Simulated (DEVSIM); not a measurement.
System: Au/HfO2/n-Si capacitor, at 300 K.

```tsv
layer (left to right)	material	thickness (nm)	Nd (cm⁻³)
1	HfO2	18.0	-
2	Si	1100	2.7e17
```

Metal gate on the left, work function 5.1 eV. Fixed charge at the semiconductor interface 4.2e10 cm⁻² (in units of +e); no interface traps.

Constants are typed, rounded textbook-type inputs, not results; the design itself was drawn at random and stands for no fabricated device. Values at 300 K.

| parameter | HfO2 | Si |
|---|---|---|
| gap (eV) | 5.7 | 1.124 |
| affinity (eV) | 2.5 | 4.05 |
| permittivity | 22 | 11.7 |
| Nc (cm⁻³) | - | 2.86e19 |
| Nv (cm⁻³) | - | 3.1e19 |

DEVSIM, 1D Poisson equation in equilibrium, Boltzmann statistics, complete ionisation; no quantum confinement or tunnelling. Metal contacts follow the ideal Schottky-Mott rule: no Fermi-level pinning, no interface dipoles.

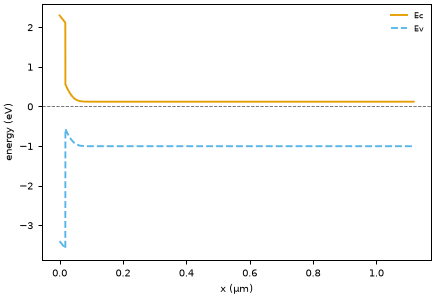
Figure. Band edges at 0.3 V on the gate

Energies count from the Fermi level of the right contact; mesh points crowd at the junctions.

```
x (μm)    Ec (eV)  Ev (eV)  n (cm⁻³)  p (cm⁻³)  field (V/cm)
--------  -------  -------  --------  --------  ------------
0.000       2.300   -3.400     < 1e2     < 1e2       -100000
0.001220    2.287   -3.413     < 1e2     < 1e2       -100000
0.003552    2.264   -3.437     < 1e2     < 1e2       -100000
0.008008    2.218   -3.482     < 1e2     < 1e2       -100000
0.01439     2.152   -3.548     < 1e2     < 1e2       -100000
0.01675     2.128   -3.572     < 1e2     < 1e2       -100000
0.01798     2.115   -3.585     < 1e2     < 1e2       -130000
0.01994     0.529   -0.595    3.7e10     3.2e9       -180000
0.02336     0.470   -0.654    3.6e11     3.3e8       -160000
0.03058     0.363   -0.761    2.3e13   5000000       -130000
0.04575     0.207   -0.917    9.7e15     12000        -72000
0.09396     0.121   -1.003    2.7e17       440          -420
0.1792      0.121   -1.004    2.7e17       430           ≈ 0
0.3585      0.121   -1.004    2.7e17       430           ≈ 0
0.7759      0.121   -1.004    2.7e17       430           ≈ 0
0.9561      0.121   -1.004    2.7e17       430           ≈ 0
1.042       0.121   -1.004    2.7e17       430           ≈ 0
1.082       0.121   -1.004    2.7e17       430           ≈ 0
1.106       0.121   -1.004    2.7e17       430           ≈ 0
1.113       0.121   -1.004    2.7e17       430           ≈ 0
1.116       0.121   -1.004    2.7e17       430           ≈ 0
1.118       0.121   -1.004    2.7e17       430           ≈ 0
```
